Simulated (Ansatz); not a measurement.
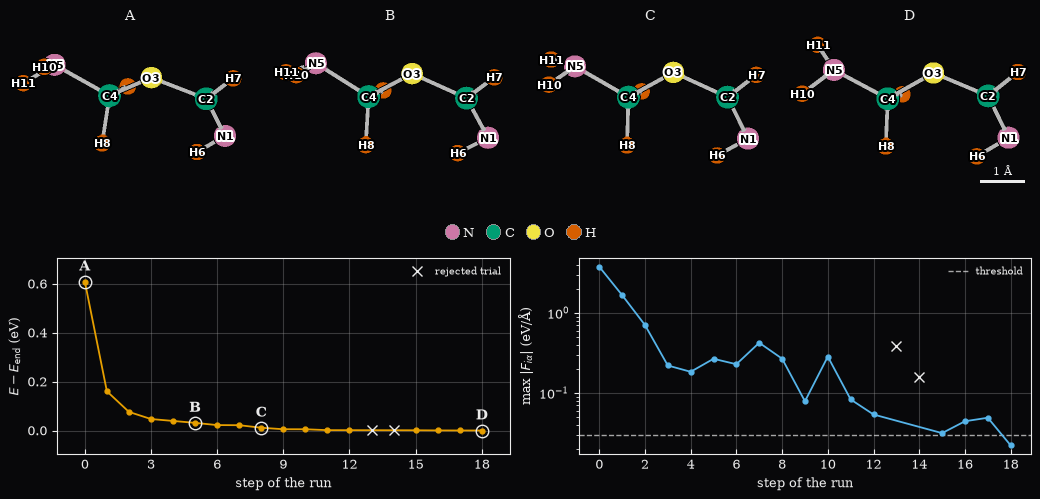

Frames of a relaxation of C₂H₆N₂O (coarse preliminary run), marked on the history of the run. The picture is a ball-and-stick view, seen from a free direction.

The start comes from a force field.

Computed with RKS PBE-D4/def2-SVP in Ansatz 0.2.0.

Input file:
```yaml
crystal:
  periodic: [false, false, false]
  atoms:
    - {symbol: N, position_ang: [-0.674600, 2.113400, 0.275600]}
    - {symbol: C, position_ang: [0.343600, 1.582200, 0.676600]}
    - {symbol: O, position_ang: [0.656200, 0.293900, 0.498400]}
    - {symbol: C, position_ang: [-0.127100, -0.579500, -0.166900]}
    - {symbol: N, position_ang: [0.363800, -1.931800, -0.178100]}
    - {symbol: H, position_ang: [-1.347900, 1.537900, -0.227900]}
    - {symbol: H, position_ang: [1.158600, 2.126500, 1.233800]}
    - {symbol: H, position_ang: [-0.292700, -0.233800, -1.203200]}
    - {symbol: H, position_ang: [-1.166000, -0.590400, 0.388400]}
    - {symbol: H, position_ang: [1.317100, -1.862600, -0.488800]}
    - {symbol: H, position_ang: [-0.165700, -2.512800, -0.787300]}
basis:
  gaussian: {orbitals: def2-SVP}
hamiltonian: {xc: pbe, dispersion: d4}
relax: {f_tol: 0.03, max_steps: 200}
```

Launched with:
```bash
ansatz run in.yaml --threads 4 --pin off --events-out ev --progress --plain --max-ram 10444MiB
```

Question: What happens along the run?

Answer: Over 16 accepted moves (18 points after the start) the energy falls by 0.609 eV. Largest force component: 3.8 eV/Å at the start, 0.022 eV/Å at the end. The line search rejected the trial steps at points 13, 14 of the run. H11 moves most after the best rigid fit: 0.93 Å. By element the largest moves are H 0.93 Å, N 0.22 Å, O 0.12 Å, C 0.10 Å. Among the contacts that change: O3–C4 1.349 → 1.458 Å, C4–H9 1.178 → 1.115 Å, N1–C2 1.216 → 1.280 Å, C4–N5 1.439 → 1.411 Å. Among the angles between lasting bonds that change: C4–N5–H10 105.1° → 116.6°, N1–C2–O3 124.9° → 131.3°, C2–O3–C4 123.6° → 117.4°. Groups turn about C4–N5 by about 70°. The run took 13 s on 4 threads of Intel Xeon Platinum 8488C (shared host). From step 0 to 5: H11 moves most (0.28 Å), energy −0.578 eV. From step 5 to 8: H11 moves most (0.31 Å), energy −0.020 eV. From step 8 to 18: H11 moves most (0.37 Å), energy −0.011 eV.
